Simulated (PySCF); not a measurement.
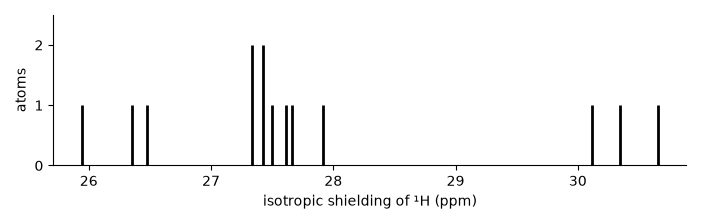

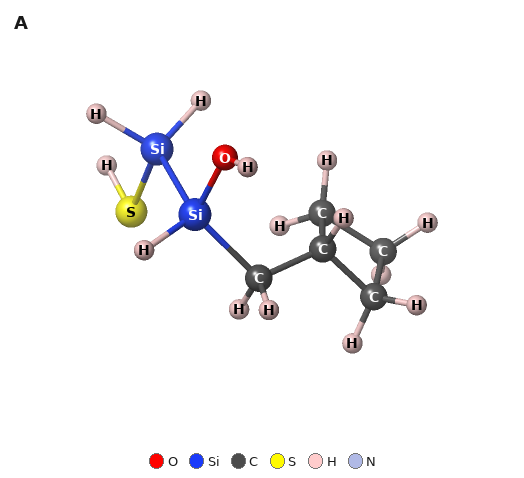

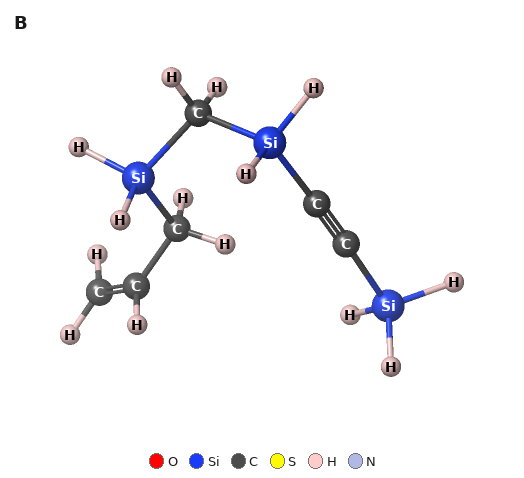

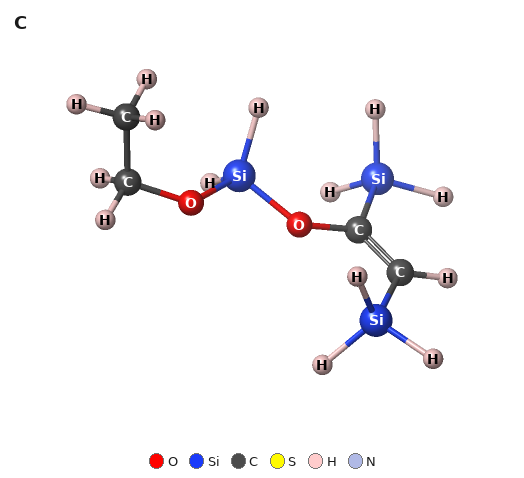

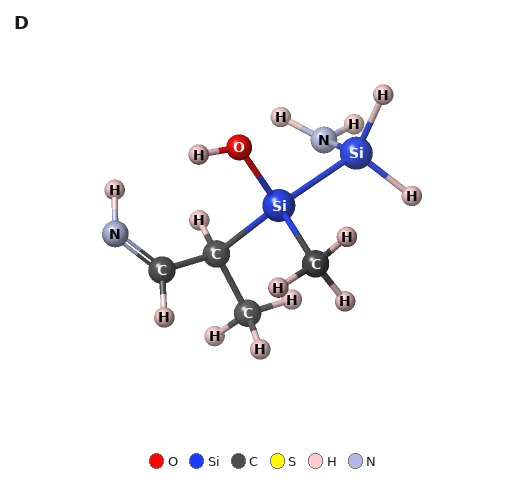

The sticks are computed shieldings of one of the molecules, for one fixed geometry (GFN2-xTB) without averaging over rotations. Low shielding means a high chemical shift. Method: GIAO PBE0/pcSseg-1 NMR shielding, non-relativistic, gas phase (PySCF 2.14.0).

### Match the spectrum to a structure.

C, `CCO[SiH2]O/C([SiH3])=C\[SiH3]`. Its 14 H atoms give lines at 25.94, 26.36, 26.48, 27.33 (2 atoms), 27.42 (2 atoms), 27.50, 27.61, 27.66, 27.91, 30.11, 30.34, 30.65 ppm.

The geometry is semi-empirical. Around Si such bond lengths and angles can be off by a tenth of an ångström or more and by several degrees, and values that hang on the shape move with them.
